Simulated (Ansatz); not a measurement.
# TiO2: a line through a two-coordinate scan

Aim: follow the energy of TiO2 (I4_1/amd, No. 141; 6 atoms in the cell) along one coordinate, shift of O3 along [0 0 1], with the other held at c/a of the conventional cell at fixed volume = 2.732.

Computed with Ansatz 0.2.0 (DFT PBE+U, scalar-relativistic, plane waves, PAW, unless a step's input says otherwise).

16 further runs of the same task are left out: 16 set aside as unsound or not needed.

## 1. The starting structure

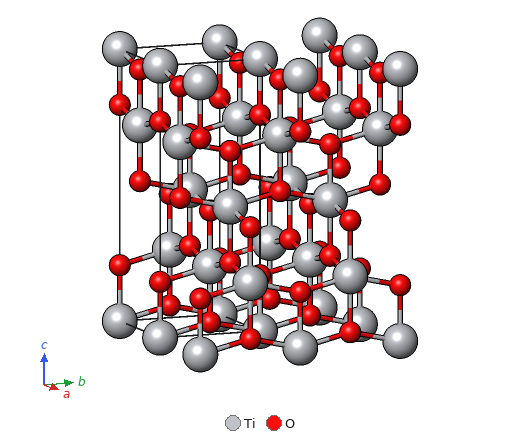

Start, viewed slightly off an axis; titanium light grey, oxygen red. 2×2×1 cells are drawn. Atoms on the faces are drawn again on the opposite ones. The cell drawn here is the conventional one.

As a file:

```cif
data_structure
_symmetry_space_group_name_H-M 'I4_1/amd:1'
_symmetry_Int_Tables_number 141
_cell_length_a 3.8177
_cell_length_b 3.8177
_cell_length_c 9.7776
_cell_angle_alpha 90.000
_cell_angle_beta 90.000
_cell_angle_gamma 90.000
_cell_volume 142.51
loop_
_atom_site_label
_atom_site_type_symbol
_atom_site_symmetry_multiplicity
_atom_site_Wyckoff_symbol
_atom_site_fract_x
_atom_site_fract_y
_atom_site_fract_z
_atom_site_occupancy
Ti1 Ti 4 a 0.00000 0.00000 0.00000 1
O1 O 8 e 0.00000 0.00000 0.20527 1
```

This cell was relaxed beforehand with the same method: volume 11.88 Å³/atom, gap on the mesh 2.65 eV.

## 2. What is varied

Atoms count from 1 in the order of the input.

The energy is mapped over a free internal coordinate and the cell.

First coordinate, shift of O3 along [0 0 1], its symmetry partners moved as symmetry demands (measured in the relaxed cell): 7 values from −0.15 Å. Second coordinate, c/a of the conventional cell at fixed volume: 7 values from 2.049 to 3.073.

Nothing else is relaxed (all other coordinates fixed). Energies count from the relaxed crystal. Points are written as (first, second).

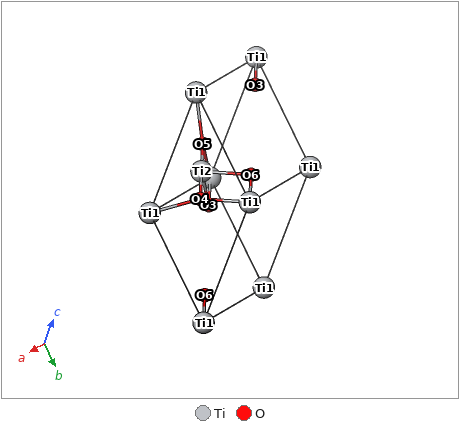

The geometry at (−0.15 Å, 2.732).

## 3. Point (−0.15 Å, 2.732)

input.yaml reads:

```yaml
crystal:
  lattice:
    - [-1.8682153282, 1.8682153282, 5.1037774551]
    - [1.8682153282, -1.8682153282, 5.1037774551]
    - [1.8682153282, 1.8682153282, -5.1037774551]
  atoms:
    - { symbol: Ti, position: [0.0, 0.0, 0.0] }
    - { symbol: Ti, position: [0.75, 0.25, 0.5] }
    - { symbol: O, position: [0.1899270331, 0.1899270331, 0.0] }
    - { symbol: O, position: [0.9399270331, 0.4399270331, 0.5] }
    - { symbol: O, position: [0.5600729669, 0.0600729669, 0.5] }
    - { symbol: O, position: [0.8100729669, 0.8100729669, 0.0] }
basis:
  ecutwfc: 520.0
kpoints:
  mp_grid: { grid: [8, 8, 8] }
hamiltonian:
  xc: pbe
  hubbard: { sites: [{ species: Ti, l: d, u_eff: 4.0 }] }
scf:
  occupations: { method: gaussian, width: 0.05 }
output:
  forces: true
  stress: true
  eigenvalues: true
```

The run is started by

```bash
$ ansatz run input.yaml --threads 2 --pin off --max-ram 4096MiB --backend cpu --events-out ev --progress --plain --runs-dir out
```

The log of the run, cut to the lines that bear on the results:

```text
Warning: RAYON_NUM_THREADS=2 ignored (pool sized by the plan → 2); use --threads N
[...]
Ti: projections on atomic orbitals take those of the free atom [Ne] 3s2 3p6 3d2 4s2, of charge +0.00 (hamiltonian.pseudopotentials.projection_atoms); the dataset's partial waves leave at most 4.1e-7 of an orbital's norm unspanned inside its sphere
O: projections on atomic orbitals take those of the free atom [He] 2s2 2p4, of charge +0.00 (hamiltonian.pseudopotentials.projection_atoms); the dataset's partial waves leave at most 1.9e-8 of an orbital's norm unspanned inside its sphere
[...]
Pseudopotentials: kind: paw
Pseudopotential: Ti, paw, valence charge 12, recommended cutoff 420 eV (normal), Ti.paw.azcp
Pseudopotential: O, paw, valence charge 6, recommended cutoff 420 eV (normal), O.paw.azcp
Functional definition: PBE
[...]
Crystal: 6 atoms, lattice volume = 71.253 Å³
Basis set: ecut = 520 eV, 1927 PW (Γ), FFT grids on a1+a3, a2+a3, a3, exchange–correlation on 60×60×90 points (8 copies of the dense FFT grid, shifted against one another)
Bands: 30, of which v1, the nominal top of the filled ones, is band 24 counted from 1 (23 counted from 0)
Symmetry: 16 space group operations
Space group: I41/amd (ITA 141), of the structure as read, at distance tolerance 4.1e-5 Å
k-points: 59 of 512
[...]
SCF iter   1: F=—  HF=-7271.541856 eV  |F-HF|=—  |Δ(HF+E_count)|=         —  Δρ=9.56e-2  dr2=7.09e0  ethr=3.10e-3  ⟨swp⟩=4.4  Hψ=7066  notcnv=0
[...]
SCF iter   9: F=-7270.403935 eV  HF=-7270.403935 eV  |F-HF|=2.34e-8  |Δ(HF+E_count)|=   5.03e-7  Δρ=4.59e-6  dr2=1.38e-8  ethr=2.08e-10  ⟨swp⟩=8.7  Hψ=8460  notcnv=0
[...]
SCF converged after 9 iterations
Free energy (F): -7270.403935 eV
[...]
E sigma→0 (E₀):  -7270.403935 eV
Fermi energy:    8.621836 eV
[...]
--- Forces (eV/Å), atoms counted from 1 ---
  atom   1  Ti    -0.00000000    -0.00000000     0.00000000
  atom   2  Ti     0.00000000    -0.00000000     0.00000000
  atom   3  O      0.00000000     0.00000000     2.01333079
  atom   4  O      0.00000000     0.00000000     2.01333079
  atom   5  O      0.00000000    -0.00000000    -2.01333079
  atom   6  O     -0.00000000     0.00000000    -2.01333079
[...]
--- Stress (GPa, compression-positive) ---
        3.777568      -0.000000      -0.000000
       -0.000000       3.777568      -0.000000
        0.000000       0.000000      14.239621
  P = ⅓ Tr σ = 7.2649 GPa (72.649 kbar)
--- Band table (eV; the first three rows and the last of 59) ---
[...]
Occupation matrices written to <dir>
```

It took 20 s on 2 threads of Intel Xeon at 2.50GHz (Skylake/Cascade Lake), shared host; peak memory 0.58 GiB.

Energy on the map's scale: 79 meV/atom.

## 4. Point (−0.10 Å, 2.732)

input.yaml, as its differences from that of step 3:

```diff
@@ -8,6 +8,6 @@
     - { symbol: Ti, position: [0.75, 0.25, 0.5] }
-    - { symbol: O, position: [0.1899270331, 0.1899270331, 0.0] }
-    - { symbol: O, position: [0.9399270331, 0.4399270331, 0.5] }
-    - { symbol: O, position: [0.5600729669, 0.0600729669, 0.5] }
-    - { symbol: O, position: [0.8100729669, 0.8100729669, 0.0] }
+    - { symbol: O, position: [0.19504077, 0.19504077, 0.0] }
+    - { symbol: O, position: [0.94504077, 0.44504077, 0.5] }
+    - { symbol: O, position: [0.55495923, 0.05495923, 0.5] }
+    - { symbol: O, position: [0.80495923, 0.80495923, 0.0] }
 basis:
```

The run is started by

```bash
$ ansatz run input.yaml --threads 2 --pin off --max-ram 4096MiB --backend cpu --events-out ev --progress --plain --runs-dir out
```

The log of the run, cut to the lines that bear on the results:

```text
[...]
SCF converged after 9 iterations
Free energy (F): -7270.707058 eV
[...]
E sigma→0 (E₀):  -7270.707058 eV
Fermi energy:    8.504033 eV
[...]
--- Forces (eV/Å), atoms counted from 1 ---
  atom   1  Ti     0.00000000     0.00000000     0.00000000
  atom   2  Ti     0.00000000     0.00000000     0.00000000
  atom   3  O      0.00000000     0.00000000     0.93100298
  atom   4  O      0.00000000     0.00000000     0.93100298
  atom   5  O      0.00000000    -0.00000000    -0.93100298
  atom   6  O     -0.00000000     0.00000000    -0.93100298
[...]
--- Stress (GPa, compression-positive) ---
        3.552620       0.000000       0.000000
        0.000000       3.552620      -0.000000
        0.000000       0.000000       4.891832
  P = ⅓ Tr σ = 3.9990 GPa (39.990 kbar)
--- Band table (eV; the first three rows and the last of 59) ---
[...]
Occupation matrices written to <dir>
```

Wall time 17 s (2 threads of Intel Xeon at 2.50GHz (Skylake/Cascade Lake), shared host); peak memory 0.59 GiB.

Energy on the map's scale: 28 meV/atom.

## 5. Point (−0.05 Å, 2.732)

input.yaml, as its differences from that of step 4:

```diff
@@ -8,6 +8,6 @@
     - { symbol: Ti, position: [0.75, 0.25, 0.5] }
-    - { symbol: O, position: [0.19504077, 0.19504077, 0.0] }
-    - { symbol: O, position: [0.94504077, 0.44504077, 0.5] }
-    - { symbol: O, position: [0.55495923, 0.05495923, 0.5] }
-    - { symbol: O, position: [0.80495923, 0.80495923, 0.0] }
+    - { symbol: O, position: [0.2001545068, 0.2001545068, 0.0] }
+    - { symbol: O, position: [0.9501545068, 0.4501545068, 0.5] }
+    - { symbol: O, position: [0.5498454932, 0.0498454932, 0.5] }
+    - { symbol: O, position: [0.7998454932, 0.7998454932, 0.0] }
 basis:
```

The run is started by

```bash
$ ansatz run input.yaml --threads 2 --pin off --max-ram 4096MiB --backend cpu --events-out ev --progress --plain --runs-dir out
```

The log of the run, cut to the lines that bear on the results:

```text
Warning: RAYON_NUM_THREADS=2 ignored (pool sized by the plan → 2); use --threads N
[...]
Ti: projections on atomic orbitals take those of the free atom [Ne] 3s2 3p6 3d2 4s2, of charge +0.00 (hamiltonian.pseudopotentials.projection_atoms); the dataset's partial waves leave at most 4.1e-7 of an orbital's norm unspanned inside its sphere
O: projections on atomic orbitals take those of the free atom [He] 2s2 2p4, of charge +0.00 (hamiltonian.pseudopotentials.projection_atoms); the dataset's partial waves leave at most 1.9e-8 of an orbital's norm unspanned inside its sphere
[...]
Pseudopotentials: kind: paw
Pseudopotential: Ti, paw, valence charge 12, recommended cutoff 420 eV (normal), Ti.paw.azcp
Pseudopotential: O, paw, valence charge 6, recommended cutoff 420 eV (normal), O.paw.azcp
Functional definition: PBE
[...]
Crystal: 6 atoms, lattice volume = 71.253 Å³
[...]
SCF iter   9: F=-7270.808335 eV  HF=-7270.808335 eV  |F-HF|=3.61e-8  |Δ(HF+E_count)|=   2.10e-7  Δρ=5.31e-6  dr2=2.35e-8  ethr=2.08e-10  ⟨swp⟩=8.7  Hψ=8430  notcnv=0
[...]
SCF converged after 9 iterations
Free energy (F): -7270.808335 eV
[...]
E sigma→0 (E₀):  -7270.808335 eV
Fermi energy:    8.429379 eV
[...]
--- Forces (eV/Å), atoms counted from 1 ---
  atom   1  Ti     0.00000000    -0.00000000     0.00000000
  atom   2  Ti     0.00000000    -0.00000000     0.00000000
  atom   3  O      0.00000000    -0.00000000     0.07317108
  atom   4  O      0.00000000     0.00000000     0.07317108
  atom   5  O      0.00000000    -0.00000000    -0.07317108
  atom   6  O      0.00000000    -0.00000000    -0.07317108
[...]
--- Stress (GPa, compression-positive) ---
        3.950389       0.000000       0.000000
        0.000000       3.950389       0.000000
        0.000000       0.000000      -2.262861
  P = ⅓ Tr σ = 1.8793 GPa (18.793 kbar)
--- Band table (eV; the first three rows and the last of 59) ---
[...]
Occupation matrices written to <dir>
```

Wall time 20 s (2 threads of Intel Xeon at 2.50GHz (Skylake/Cascade Lake), shared host); peak memory 0.58 GiB.

That is 11 meV/atom from the zero.

## 6. Changed: ecutrho_ratio 8, n_extra_bands 16

input.yaml, as its differences from that of step 5:

```diff
@@ -14,2 +14,3 @@
   ecutwfc: 520.0
+  ecutrho_ratio: 8
 kpoints:
@@ -21,5 +22,6 @@
   occupations: { method: gaussian, width: 0.05 }
+  n_extra_bands: 16
 output:
   forces: true
+  eigenvalues: true
   stress: true
-  eigenvalues: true
```

The run is started by

```bash
$ ansatz run input.yaml --threads 2 --pin off --max-ram 4096MiB --backend cpu --events-out ev --progress --plain --runs-dir out
```

The log of the run, cut to the lines that bear on the results:

```text
Warning: RAYON_NUM_THREADS=2 ignored (pool sized by the plan → 2); use --threads N
[...]
Ti: projections on atomic orbitals take those of the free atom [Ne] 3s2 3p6 3d2 4s2, of charge +0.00 (hamiltonian.pseudopotentials.projection_atoms); the dataset's partial waves leave at most 4.1e-7 of an orbital's norm unspanned inside its sphere
O: projections on atomic orbitals take those of the free atom [He] 2s2 2p4, of charge +0.00 (hamiltonian.pseudopotentials.projection_atoms); the dataset's partial waves leave at most 1.9e-8 of an orbital's norm unspanned inside its sphere
scf.n_extra_bands = 16 over 24 filled bands (N_el = 48.0): the run solves 40 bands
[...]
Pseudopotentials: kind: paw
Pseudopotential: Ti, paw, valence charge 12, recommended cutoff 420 eV (normal), Ti.paw.azcp
Pseudopotential: O, paw, valence charge 6, recommended cutoff 420 eV (normal), O.paw.azcp
Functional definition: PBE
[...]
SCF iter   9: F=-7270.808363 eV  HF=-7270.808363 eV  |F-HF|=1.73e-8  |Δ(HF+E_count)|=   1.44e-7  Δρ=3.36e-6  dr2=6.26e-9  ethr=2.08e-10  ⟨swp⟩=11.0  Hψ=12026  notcnv=0
[...]
SCF converged after 9 iterations
Free energy (F): -7270.808363 eV
[...]
E sigma→0 (E₀):  -7270.808363 eV
Fermi energy:    8.429382 eV
[...]
--- Forces (eV/Å), atoms counted from 1 ---
  atom   1  Ti     0.00000000     0.00000000     0.00000000
  atom   2  Ti     0.00000000     0.00000000     0.00000000
  atom   3  O      0.00000000    -0.00000000     0.07317486
  atom   4  O      0.00000000     0.00000000     0.07317486
  atom   5  O      0.00000000    -0.00000000    -0.07317486
  atom   6  O      0.00000000     0.00000000    -0.07317486
[...]
--- Stress (GPa, compression-positive) ---
        3.950495       0.000000       0.000000
       -0.000000       3.950495      -0.000000
        0.000000      -0.000000      -2.262727
  P = ⅓ Tr σ = 1.8794 GPa (18.794 kbar)
--- Band table (eV; the first three rows and the last of 59) ---
[...]
Occupation matrices written to <dir>
```

Wall time 22 s (2 threads of Intel Xeon at 2.50GHz (Skylake/Cascade Lake), shared host); peak memory 0.67 GiB.

```
    run     ending  energy change  pressure (GPa)  gap (eV)  force (eV/Å)  cycles  time
 step 5  converged              0             1.9      2.84          0.07       9  20 s
variant  converged   0.0 meV/atom             1.9      2.84          0.07       9  22 s
```

Changing the numerical grids and band count leaves the energy as it was (0.0 meV/atom).

## 7. The run at (0.00 Å, 2.732)

input.yaml, as its differences from that of step 5:

```diff
@@ -8,6 +8,6 @@
     - { symbol: Ti, position: [0.75, 0.25, 0.5] }
-    - { symbol: O, position: [0.2001545068, 0.2001545068, 0.0] }
-    - { symbol: O, position: [0.9501545068, 0.4501545068, 0.5] }
-    - { symbol: O, position: [0.5498454932, 0.0498454932, 0.5] }
-    - { symbol: O, position: [0.7998454932, 0.7998454932, 0.0] }
+    - { symbol: O, position: [0.2052682436, 0.2052682436, 0.0] }
+    - { symbol: O, position: [0.9552682436, 0.4552682436, 0.5] }
+    - { symbol: O, position: [0.5447317564, 0.0447317564, 0.5] }
+    - { symbol: O, position: [0.7947317564, 0.7947317564, 0.0] }
 basis:
```

The run is started by

```bash
$ ansatz run input.yaml --threads 2 --pin off --max-ram 4096MiB --backend cpu --events-out ev --progress --plain --runs-dir out
```

The log of the run, cut to the lines that bear on the results:

```text
[...]
SCF converged after 9 iterations
Free energy (F): -7270.750576 eV
[...]
E sigma→0 (E₀):  -7270.750576 eV
Fermi energy:    8.442730 eV
[...]
--- Forces (eV/Å), atoms counted from 1 ---
  atom   1  Ti     0.00000000    -0.00000000     0.00000000
  atom   2  Ti    -0.00000000    -0.00000000     0.00000000
  atom   3  O      0.00000000     0.00000000    -0.59838208
  atom   4  O     -0.00000000     0.00000000    -0.59838208
  atom   5  O      0.00000000     0.00000000     0.59838208
  atom   6  O      0.00000000     0.00000000     0.59838208
[...]
--- Stress (GPa, compression-positive) ---
        4.871212       0.000000       0.000000
        0.000000       4.871212       0.000000
        0.000000      -0.000000      -7.655489
  P = ⅓ Tr σ = 0.6956 GPa (6.956 kbar)
--- Band table (eV; the first three rows and the last of 59) ---
[...]
Occupation matrices written to <dir>
```

Wall time 19 s (2 threads of Intel Xeon at 2.50GHz (Skylake/Cascade Lake), shared host); peak memory 0.59 GiB.

On the map this point reads 21 meV/atom.

## 8. The run at (0.05 Å, 2.732)

input.yaml, as its differences from that of step 7:

```diff
@@ -8,6 +8,6 @@
     - { symbol: Ti, position: [0.75, 0.25, 0.5] }
-    - { symbol: O, position: [0.2052682436, 0.2052682436, 0.0] }
-    - { symbol: O, position: [0.9552682436, 0.4552682436, 0.5] }
-    - { symbol: O, position: [0.5447317564, 0.0447317564, 0.5] }
-    - { symbol: O, position: [0.7947317564, 0.7947317564, 0.0] }
+    - { symbol: O, position: [0.2103819804, 0.2103819804, 0.0] }
+    - { symbol: O, position: [0.9603819804, 0.4603819804, 0.5] }
+    - { symbol: O, position: [0.5396180196, 0.0396180196, 0.5] }
+    - { symbol: O, position: [0.7896180196, 0.7896180196, 0.0] }
 basis:
```

The run is started by

```bash
$ ansatz run input.yaml --threads 2 --pin off --max-ram 4096MiB --backend cpu --events-out ev --progress --plain --runs-dir out
```

The log of the run, cut to the lines that bear on the results:

```text
[...]
SCF converged after 9 iterations
Free energy (F): -7270.569089 eV
[...]
E sigma→0 (E₀):  -7270.569089 eV
Fermi energy:    8.463722 eV
[...]
--- Forces (eV/Å), atoms counted from 1 ---
  atom   1  Ti     0.00000000     0.00000000     0.00000000
  atom   2  Ti    -0.00000000    -0.00000000     0.00000000
  atom   3  O     -0.00000000     0.00000000    -1.11711036
  atom   4  O      0.00000000     0.00000000    -1.11711036
  atom   5  O     -0.00000000     0.00000000     1.11711036
  atom   6  O      0.00000000     0.00000000     1.11711036
[...]
--- Stress (GPa, compression-positive) ---
        6.223553       0.000000       0.000000
        0.000000       6.223553       0.000000
        0.000000      -0.000000     -11.664465
  P = ⅓ Tr σ = 0.2609 GPa (2.609 kbar)
--- Band table (eV; the first three rows and the last of 59) ---
[...]
Occupation matrices written to <dir>
```

Wall time 21 s (2 threads of Intel Xeon at 2.50GHz (Skylake/Cascade Lake), shared host); peak memory 0.58 GiB.

That is 51 meV/atom from the zero.

## 9. Grid point (0.10 Å, 2.732)

input.yaml, as its differences from that of step 8:

```diff
@@ -8,6 +8,6 @@
     - { symbol: Ti, position: [0.75, 0.25, 0.5] }
-    - { symbol: O, position: [0.2103819804, 0.2103819804, 0.0] }
-    - { symbol: O, position: [0.9603819804, 0.4603819804, 0.5] }
-    - { symbol: O, position: [0.5396180196, 0.0396180196, 0.5] }
-    - { symbol: O, position: [0.7896180196, 0.7896180196, 0.0] }
+    - { symbol: O, position: [0.2154957172, 0.2154957172, 0.0] }
+    - { symbol: O, position: [0.9654957172, 0.4654957172, 0.5] }
+    - { symbol: O, position: [0.5345042828, 0.0345042828, 0.5] }
+    - { symbol: O, position: [0.7845042828, 0.7845042828, 0.0] }
 basis:
```

The run is started by

```bash
$ ansatz run input.yaml --threads 2 --pin off --max-ram 4096MiB --backend cpu --events-out ev --progress --plain --runs-dir out
```

The log of the run, cut to the lines that bear on the results:

```text
Warning: RAYON_NUM_THREADS=2 ignored (pool sized by the plan → 2); use --threads N
[...]
Ti: projections on atomic orbitals take those of the free atom [Ne] 3s2 3p6 3d2 4s2, of charge +0.00 (hamiltonian.pseudopotentials.projection_atoms); the dataset's partial waves leave at most 4.1e-7 of an orbital's norm unspanned inside its sphere
O: projections on atomic orbitals take those of the free atom [He] 2s2 2p4, of charge +0.00 (hamiltonian.pseudopotentials.projection_atoms); the dataset's partial waves leave at most 1.9e-8 of an orbital's norm unspanned inside its sphere
[...]
Pseudopotentials: kind: paw
Pseudopotential: Ti, paw, valence charge 12, recommended cutoff 420 eV (normal), Ti.paw.azcp
Pseudopotential: O, paw, valence charge 6, recommended cutoff 420 eV (normal), O.paw.azcp
Functional definition: PBE
[...]
Crystal: 6 atoms, lattice volume = 71.253 Å³
[...]
SCF iter   9: F=-7270.292790 eV  HF=-7270.292790 eV  |F-HF|=3.03e-8  |Δ(HF+E_count)|=   3.82e-8  Δρ=4.76e-6  dr2=1.90e-8  ethr=2.08e-10  ⟨swp⟩=8.7  Hψ=8531  notcnv=0
[...]
SCF converged after 9 iterations
Free energy (F): -7270.292790 eV
[...]
E sigma→0 (E₀):  -7270.292790 eV
Fermi energy:    8.514549 eV
[...]
--- Forces (eV/Å), atoms counted from 1 ---
  atom   1  Ti     0.00000000    -0.00000000     0.00000000
  atom   2  Ti     0.00000000    -0.00000000     0.00000000
  atom   3  O     -0.00000000     0.00000000    -1.51062092
  atom   4  O      0.00000000     0.00000000    -1.51062092
  atom   5  O      0.00000000     0.00000000     1.51062092
  atom   6  O     -0.00000000     0.00000000     1.51062092
[...]
--- Stress (GPa, compression-positive) ---
        7.912957      -0.000000       0.000000
       -0.000000       7.912957       0.000000
        0.000000       0.000000     -14.607819
  P = ⅓ Tr σ = 0.4060 GPa (4.060 kbar)
--- Band table (eV; the first three rows and the last of 59) ---
[...]
Occupation matrices written to <dir>
```

Run time: 18 s. Hardware: 2 threads of Intel Xeon at 2.50GHz (Skylake/Cascade Lake), shared host; peak memory 0.59 GiB.

Energy on the map's scale: 97 meV/atom.

[end of part 1 of 2]
